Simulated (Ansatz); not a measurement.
# GeF2 (SMILES [F][Ge][F]): PBE/STO-3G

What is the energy change on altering one bond length of GeF2 at PBE/STO-3G? 

The results are computed with Ansatz 0.2.0.

48 further runs of the same task are left out: 12 that didn't finish, 36 set aside as unsound or not needed.

### 1 The molecule

GeF2: 3 atoms, total charge 0, spin state singlet. As SMILES, `[F][Ge][F]`. The shape is that of a PBE0-D4/def2-TZVP optimisation.

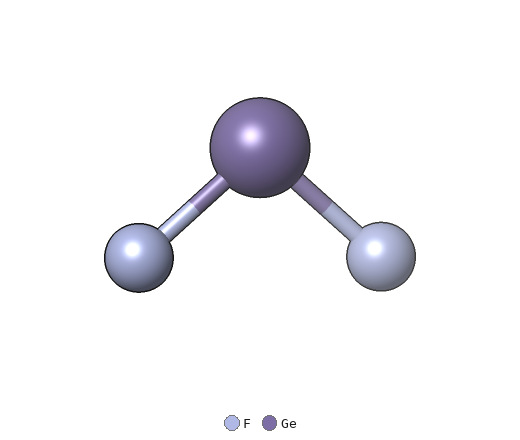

Viewed from a chosen angle; fluorine light blue, germanium purple.

### 2 The energy at PBE/STO-3G

in.yaml reads:

```yaml
crystal:
  periodic: [false, false, false]
  atoms:
    - symbol: F
      position_ang: [-0.675900, -1.101800, -0.497500]
    - symbol: Ge
      position_ang: [0.637500, -0.295200, 0.320200]
    - symbol: F
      position_ang: [0.027600, 1.332100, 0.164100]
basis:
  gaussian:
    orbitals: STO-3G
accuracy: high
hamiltonian:
  xc: {name: PBE}
```

Command:

```
$ ansatz run in.yaml --threads 1 --pin off --max-ram 2610MiB --events-out events.jsonl --progress --plain --runs-dir runs
```

The log of the run:

```text
Warning: RAYON_NUM_THREADS=1 ignored (pool sized by the plan → 1); use --threads N
Functional definition: PBE
  name "PBE"
  parameter kappa = 0.804
  parameter beta = 0.06672455060314922
  exchange = pbe_x(kappa = kappa, mu = beta*pi^2/3)
  correlation = pbe_c(beta = beta)
426 factors; integrals over basis functions are off by at most 4.4e-9 eV
mean field evaluation 1: about -61101.3917 eV, gradient 1.8e2 eV
mean field evaluation 2: about -61114.6290 eV, gradient 1.2e2 eV
mean field evaluation 4: about -61202.1453 eV, gradient 3.3e1 eV
mean field evaluation 8: about -61202.1454 eV, gradient 3.3e1 eV
mean field evaluation 16: about -61205.4761 eV, gradient 3.1e-2 eV
mean field evaluation 32: about -61155.3154 eV, gradient 6.5e1 eV
mean field -61205.47610184 eV, -2249.2597601809 hartree, gradient 2.4e-8 eV, S^2 0.000000; 0 other end points of the search recorded, 0 dependent functions left out
reference -61205.47610316 eV, -2249.2597602294 hartree; 25, 25 occupied and 3, 3 virtual orbitals, 426 factors
Total energy: -61205.47610316 eV, -2249.2597602294 hartree
```

Run time: 1.6 s. Hardware: 1 thread of Arm Neoverse V1, shared host; peak memory 0.093 GiB.

### 3 The distorted shape, same level

run.yaml reads:

```yaml
crystal:
  periodic: [false, false, false]
  atoms:
    - symbol: F
      position_ang: [-1.004269, -1.303462, -0.701937]
    - symbol: Ge
      position_ang: [0.637500, -0.295200, 0.320200]
    - symbol: F
      position_ang: [0.027600, 1.332100, 0.164100]
basis:
  gaussian: {orbitals: STO-3G}
total_charge: 0
hamiltonian: {xc: pbe}
accuracy: high
```

Command:

```
$ ansatz run run.yaml --threads 1 --pin off --max-ram 2610MiB --events-out events.jsonl --progress --plain --runs-dir runs
```

The log of the run, shortened:

```text
Warning: RAYON_NUM_THREADS=1 ignored (pool sized by the plan → 1); use --threads N
[... 2 set-up lines as earlier in the session ...]
[...]
408 factors; integrals over basis functions are off by at most 3.3e-8 eV
[...]
mean field -61203.71206899 eV, -2249.1949331693 hartree, gradient 7.3e-8 eV, S^2 0.000000; 9 other end points of the search recorded, 0 dependent functions left out
reference -61203.71207030 eV, -2249.1949332175 hartree; 25, 25 occupied and 3, 3 virtual orbitals, 408 factors
Total energy: -61203.71207030 eV, -2249.1949332175 hartree
```

Wall time 4.5 s (1 thread of Arm Neoverse V1, shared host); peak memory 0.093 GiB.

### 4 Results

Level: PBE/STO-3G.

```
                                                          quantity           value
                                         first shape: total energy  -2249.25976 Eh
                                     distorted shape: total energy  -2249.19493 Eh
energy change with the F1–Ge2 bond stretched from 1.745 to 2.181 Å        1.764 eV
```

In words: With the F1–Ge2 bond stretched from 1.745 to 2.181 Å the energy rises by 1.76 eV (170 kJ/mol). The first shape isn't relaxed at this level, so the change isn't measured from a minimum. The minimal basis adds a large error of its own.
